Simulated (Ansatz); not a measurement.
# Fields on a plane of KF (rock salt)

```xyz
2
Lattice="0.0000 2.6592 2.6592 2.6592 0.0000 2.6592 2.6592 2.6592 0.0000" Properties=species:S:1:pos:R:3 pbc="T T T"
F      0.0000     0.0000     0.0000
K      2.6592     2.6592     2.6592
```

The slice is a {111} plane (indices of the conventional cell) through the point (0.000, 0.000, 0.000) (fractional), spanned by u = [100] and v = [-1 2 0] in vectors of this cell: u (3.76 Å) and v (6.51 Å, at 90° to u). It covers one period; positions are fractions (u, v).

Atoms on it: F at (0.00, 0.00); F at (0.50, 0.50).

Calculation: r2SCAN (plane waves to 500 eV, PAW, scalar-relativistic; Ansatz, a program for electronic structure). k mesh 11×11×11. Near the nuclei the fields are pseudised (PAW); where an atom keeps semicore shells as valence, they peak there. KF was relaxed with its symmetry unable to fall.

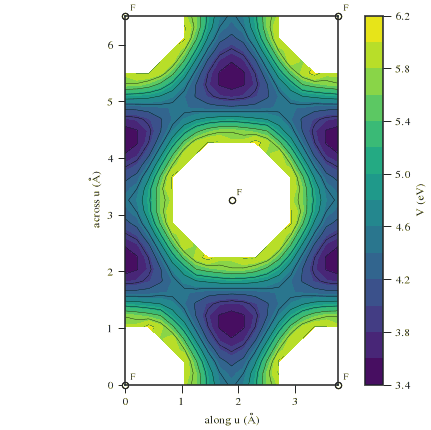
Electrostatic potential energy of an electron, from the cell's mean, in eV, one period of the plane, atoms marked. Points within 1 Å of a nucleus are left white, as the pseudised field means little there. The zero, the cell's mean, hangs on the PAW cores.

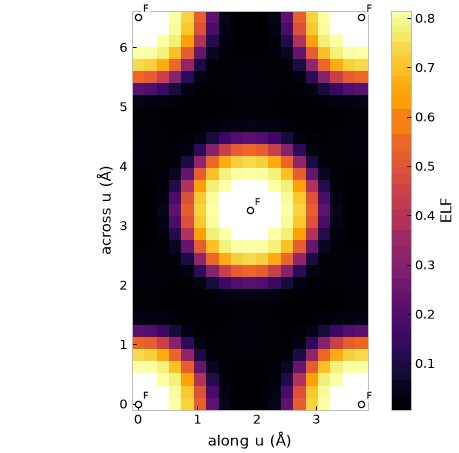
Fig. 1. Electron localisation function (ELF), one period of the plane, atoms marked. Points within 0.5 Å of a nucleus are left white, as the pseudised field means little there.
